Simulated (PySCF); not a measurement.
**UM06-2X/cc-pVDZ run of C2HCl2Si (SMILES C#C[Si](Cl)Cl)**

Aim: the energy change on altering one bond length of C2HCl2Si at UM06-2X/cc-pVDZ, from 2 runs. 

Program for the calculation: PySCF 2.14.0.

1 further run of the same task is left out (set aside as unsound or not needed).

## (1) Starting point

C2HCl2Si has 6 atoms, charge 0, and is taken as a doublet. SMILES: `C#C[Si](Cl)Cl`. The coordinates come from a PBE0-D4/def2-TZVP relaxation.

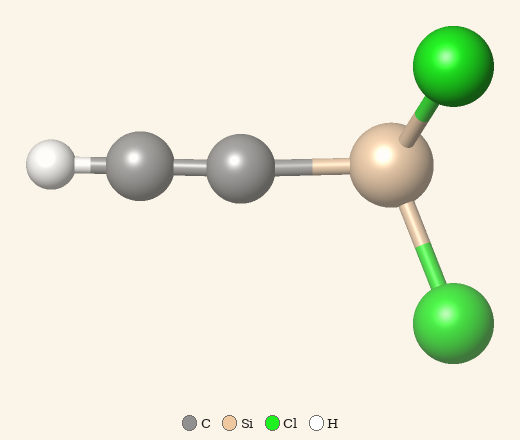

The structure, seen from a chosen angle (carbon grey, silicon light orange, chlorine green, hydrogen white).

## (2) A single-point energy at UM06-2X/cc-pVDZ

The input, run.py:

```python
from pyscf import gto, dft

system = gto.M(
    atom='''
C        1.324500       0.483500       1.111500
C        0.521500       0.095400       0.297200
Si      -0.504400      -0.583800      -1.021800
Cl      -1.914000      -1.830600      -0.226100
Cl      -1.406000       0.937000      -2.046300
H        2.020400       0.834500       1.839400
''',
    spin=1,
    max_memory=1860,
    verbose=3,
    basis='cc-pvdz',
)

calc0 = dft.UKS(system, xc='m06-2x')
calc0.conv_tol = 1e-10
calc0.grids.level = 5
calc0.kernel()
if not calc0.converged:
    calc0 = calc0.newton().run(calc0.mo_coeff, calc0.mo_occ)

energy = calc0.e_tot
print(f'total energy: {energy:.8f} hartree')
```

The run is started by

```bash
$ OMP_NUM_THREADS=1 python run.py
```

Output:

```text
WARN: HOMO -0.173487501143864 >= LUMO -0.173487501143863

converged SCF energy = -1286.62263086945  <S^2> = 0.75325106  2S+1 = 2.0032484
total energy: -1286.62263087 hartree
```

Run time: 84 s. Hardware: 1 thread of Arm Neoverse V1, shared host; peak memory 0.51 GiB.

## (3) The distorted shape

The input, job.py:

```python
from pyscf import gto, dft

system = gto.Mole()
system.atom = [
    ('C', (1.632278, 0.687265, 1.507210)),
    ('C', (0.829278, 0.299165, 0.692910)),
    ('Si', (-0.504400, -0.583800, -1.021800)),
    ('Cl', (-1.914000, -1.830600, -0.226100)),
    ('Cl', (-1.406000, 0.937000, -2.046300)),
    ('H', (2.328178, 1.038265, 2.235110)),
]
system.spin = 1
system.charge = 0
system.basis = 'cc-pvdz'
system.verbose = 3
system.max_memory = 1860
system.build()

myscf = dft.UKS(system)
myscf.xc = 'm06-2x'
myscf.grids.level = 5
myscf.conv_tol = 1e-10
myscf.kernel()
if not myscf.converged:
    myscf = myscf.newton().run(myscf.mo_coeff, myscf.mo_occ)

e_tot = myscf.e_tot
print(f'total energy: {e_tot:.8f} hartree')
```

The run is started by

```bash
$ OMP_NUM_THREADS=1 python job.py
```

Output:

```text
WARN: HOMO -0.19691544393973 >= LUMO -0.196915443939729

converged SCF energy = -1286.57081648947  <S^2> = 0.75362392  2S+1 = 2.0036206
total energy: -1286.57081649 hartree
```

It took 90 s on 1 thread of Arm Neoverse V1, shared host; peak memory 0.51 GiB.

## (4) Outcome

At UM06-2X/cc-pVDZ:

| quantity | value |
| --- | --- |
| first shape: total energy | -1286.62263 Eh |
| first shape: dipole moment | 2.01 D |
| first shape: HOMO energy (highest over α and β) | -7.55 eV |
| first shape: LUMO energy (lowest over α and β) | -2.43 eV |
| first shape: ⟨S²⟩ | 0.753 |
| distorted shape: total energy | -1286.57082 Eh |
| distorted shape: dipole moment | 1.19 D |
| distorted shape: HOMO energy (highest over α and β) | -8.30 eV |
| distorted shape: LUMO energy (lowest over α and β) | -3.19 eV |
| distorted shape: ⟨S²⟩ | 0.754 |
| energy change with the C2–Si3 bond stretched from 1.804 to 2.345 Å | 1.410 eV |

With the C2–Si3 bond stretched from 1.804 to 2.345 Å the energy rises by 1.41 eV (33 kcal/mol). The first shape isn't relaxed at this level, so the change isn't measured from a minimum.
